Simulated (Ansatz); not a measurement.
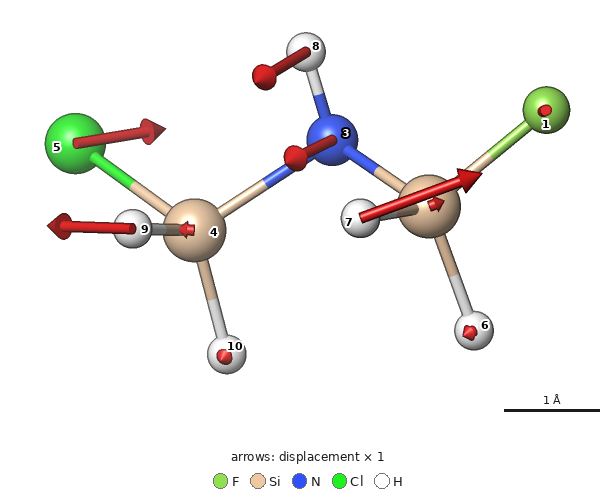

A relaxation of Si₂NH₅ClF (coarse preliminary run). The starting structure is drawn; red arrows show the displacements, at their true length. The two geometries are superimposed by the best rigid fit.

The picture is a ball-and-stick view, seen at a tilt.

The start comes from a force field.

All numbers below come from RKS PBE-D4/def2-SVP (Ansatz).

Input file:
```yaml
crystal:
  periodic: [false, false, false]
  atoms:
    - {symbol: F, position_ang: [-1.949500, -1.944000, 0.498800]}
    - {symbol: Si, position_ang: [-1.084300, -0.877100, -0.330100]}
    - {symbol: N, position_ang: [0.133900, -0.428700, 0.699900]}
    - {symbol: Si, position_ang: [1.140100, 0.799200, -0.026800]}
    - {symbol: Cl, position_ang: [2.508600, 1.410200, 1.262700]}
    - {symbol: H, position_ang: [-0.533800, -1.516400, -1.537500]}
    - {symbol: H, position_ang: [-1.869800, 0.316500, -0.661100]}
    - {symbol: H, position_ang: [-0.196200, -0.070900, 1.571500]}
    - {symbol: H, position_ang: [0.201200, 1.972900, -0.251500]}
    - {symbol: H, position_ang: [1.732900, 0.287200, -1.222800]}
basis:
  gaussian: {orbitals: def2-SVP}
hamiltonian: {xc: pbe, dispersion: d4}
relax: {f_tol: 0.03, max_steps: 200}
```

What did the optimiser do to the structure, and how much energy did it gain?

Answer. H7 moves most after the best rigid fit: 1.38 Å. Largest moves by element: H 1.38 Å, Cl 1.14 Å, N 1.08 Å, F 1.07 Å, Si 0.19 Å. Among the contacts that change: Si2–Si4 2.802 → 3.134 Å, Si4–Cl5 1.977 → 2.088 Å, Si2–N3 1.657 → 1.741 Å, Si4–H10 1.430 → 1.496 Å. Among the angles between lasting bonds that change: Si2–N3–Si4 110.8° → 128.0°, F1–Si2–N3 104.8° → 112.7°, Si4–N3–H8 107.6° → 115.4°. Over 14 geometry steps the energy falls by 20.8 kcal/mol. The largest force component goes from 2.7 to 0.027 eV/Å. The run took roughly 50 core-seconds on a shared host.
